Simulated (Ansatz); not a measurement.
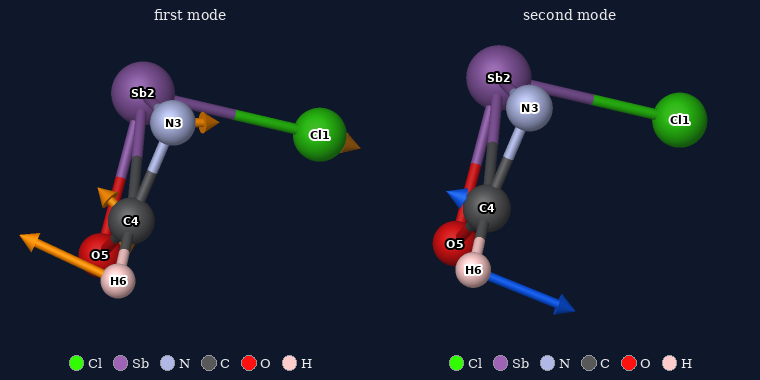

The system is CHClNOSb; the picture shows the reference structure; its two panels give the patterns of the first and the second mode as arrows. 
- First axis: normal mode 4 (405 cm⁻¹). Second axis: normal mode 8 (1012 cm⁻¹).
- Nothing is relaxed (straight displacements along the two mass-weighted modes).
- The scan uses an 11 × 11 grid.
- Points are written as (first, second).
- All energies are given in kJ/mol relative to the lowest grid point.
- These are results of Ansatz, RKS PBE0-D4/def2-SVP, not measurements.

Its coordinates:

```json
{"atom": "Cl", "x (Å)": "-1.0009", "y (Å)": "-2.5031", "z (Å)": "-0.6558"}
{"atom": "Sb", "x (Å)": "0.4132", "y (Å)": "-1.2780", "z (Å)": "0.7709"}
{"atom": "N", "x (Å)": "-0.6393", "y (Å)": "0.5253", "z (Å)": "0.8888"}
{"atom": "C", "x (Å)": "0.1302", "y (Å)": "0.9814", "z (Å)": "-0.0367"}
{"atom": "O", "x (Å)": "1.0369", "y (Å)": "0.1862", "z (Å)": "-0.6130"}
{"atom": "H", "x (Å)": "0.1020", "y (Å)": "2.0243", "z (Å)": "-0.4005"}
```

Range: normal mode 4 (405 cm⁻¹) from −1.212 to 1.212 amu½·Å; normal mode 8 (1012 cm⁻¹) from −0.565 to 0.565 amu½·Å.

### What landscape does the calculation give?

The lowest grid point is at (0.000 amu½·Å, 0.000 amu½·Å). No other kind of well shows on this grid. The highest grid point, (−1.212 amu½·Å, 0.565 amu½·Å), lies 159 kJ/mol above the lowest.

```
normal mode 8 (1012 cm⁻¹) ↓, normal mode 4 (405 cm⁻¹) →  −1.212  −0.970  −0.727  −0.485  −0.242  0.000  0.242  0.485  0.727  0.970  1.212
                                                  0.565     159     131     108      90      77     69     66     68     74     86    102
                                                  0.452     124      97      75      59      48     42     41     45     53     65     81
                                                  0.339      95      69      50      36      27     23     23     28     36     49     65
                                                  0.226      72      49      31      19      12     10     11     16     25     37     53
                                                  0.113      57      36      21      10       4      2      4      9     18     30     47
                                                  0.000      50      30      16       7       2      0      2      7     16     29     46
                                                 −0.113      50      32      18       9       4      2      4     10     20     34     54
                                                 −0.226      56      38      25      16      11     10     12     19     30     47     69
                                                 −0.339      68      50      37      28      23     23     27     35     49     67     91
                                                 −0.452      84      66      53      45      41     42     48     59     75     95    121
                                                 −0.565     105      87      75      68      66     69     77     90    107    129    156
```

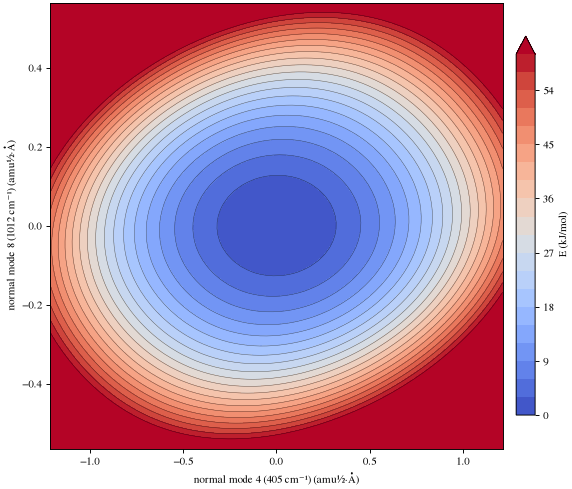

Drawn: filled contours, one colour for all values above the top of the scale. Between grid points the surface is interpolated.

Each point was launched as `ansatz run input.yaml --threads 1 --pin off --max-ram 2560MiB --backend cpu --events-out ev --progress --plain --runs-dir out`. The whole map (121 points run) took 13 min on 1 thread of Arm Neoverse V1, on a shared host.
